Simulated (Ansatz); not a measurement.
## Electronic structure of Cl2H4InN in real space

Input

```
crystal:
  periodic: [false, false, false]
  atoms:
    - { symbol: In, position_ang: [-0.519773, 0.339879, -1.412849] }
    - { symbol: H, position_ang: [1.193728, 0.382643, -1.191555] }
    - { symbol: Cl, position_ang: [-1.684231, -1.540739, -2.236274] }
    - { symbol: Cl, position_ang: [-1.928908, 2.14975, -0.851311] }
    - { symbol: H, position_ang: [1.298147, -0.109867, 0.672159] }
    - { symbol: "N", position_ang: [0.938852, -0.362543, 1.599991] }
    - { symbol: H, position_ang: [0.406271, -1.236501, 1.511932] }
    - { symbol: H, position_ang: [0.295813, 0.377479, 1.907807] }
basis:
  gaussian: { orbitals: def2-SVP }
hamiltonian:
  xc: pbe
relax:
  f_tol: 0.03
  max_steps: 50
output:
  orbitals: {}
```

Command:

```sh
ansatz run input.yaml --threads 2 --pin off --max-ram 3072MiB --backend cpu --events-out ev --progress --plain --runs-dir out
```

The fields are those of the relaxed geometry.

Core potentials replace the inner electrons of In.

These are results of RKS PBE/def2-SVP in Ansatz, not measurements.

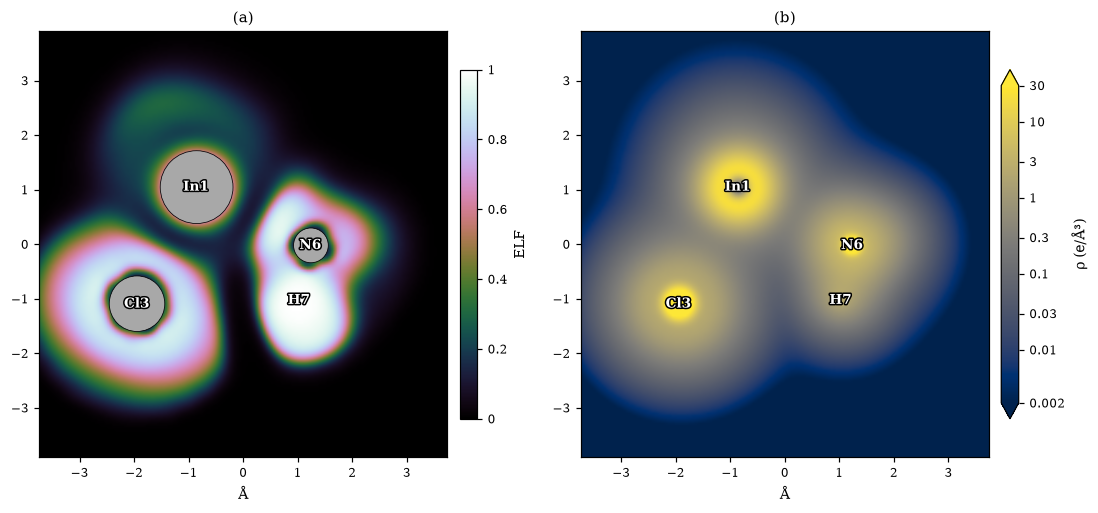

Figure 1. (a) electron localisation function; (b) electron density on the plane of atoms In1, N6 and H7. Grey discs cover the atomic cores in the ELF map.

Question: Interpret the plot.

Answer: Atoms in the plane: In, Cl, N and H.
In–N (2.35 Å): ρ is about 0.37 e/Å³ halfway; the ELF peaks at about 0.95 in the valence shell of N, 0.6 Å from its nucleus, and drops to about 0.10 between the two atoms.
In–Cl (2.40 Å): the density is about 0.46 e/Å³ at the midpoint; the ELF peaks at about 0.80 in the valence shell of Cl, 0.8 Å from its nucleus, and drops to about 0.15 between the two atoms.
N–H (1.03 Å): ρ is about 2.8 e/Å³ halfway; the ELF climbs to about 1 towards the hydrogen, as it does in any bond to H: an ordinary covalent bond to hydrogen.
The ELF also peaks beside Cl3, away from the bonds: lone-pair regions.

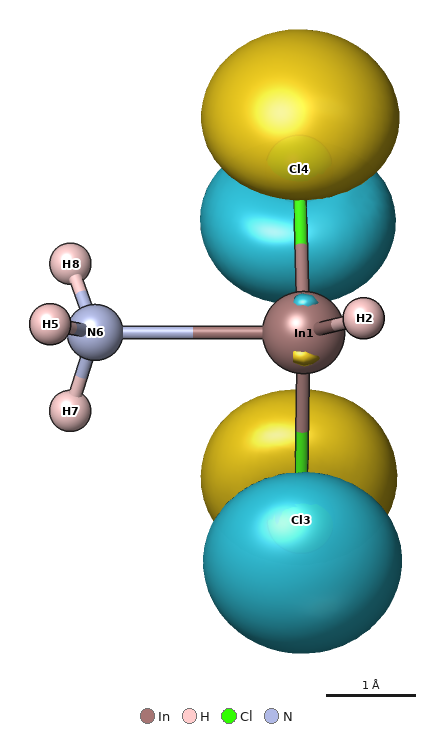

Figure 2. The HOMO at ±0.1 Å⁻³ᐟ² (yellow and cyan are the two phases), seen across its widest extent.

Question: Where does this orbital lie, and at what energy?

Answer: By Hirshfeld shares it lies mainly on Cl4 (about 50 %) and Cl3 (about 50 %); largely a combination of lone pairs on Cl4 and Cl3. Its energy is −6.54 eV.

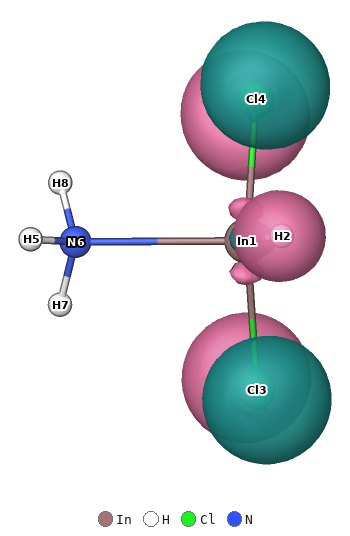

Figure 3. The HOMO−1 at ±0.15 Å⁻³ᐟ² (teal and pink are the two phases), seen across its widest extent.

Question: Describe this orbital and give its energy.

Answer: By Hirshfeld shares it lies mainly on Cl4 (about 40 %), Cl3 (about 40 %), In1 (about 10 %) and H2 (about 10 %); largely a combination of lone pairs on Cl4 and Cl3. Its energy is −6.58 eV.
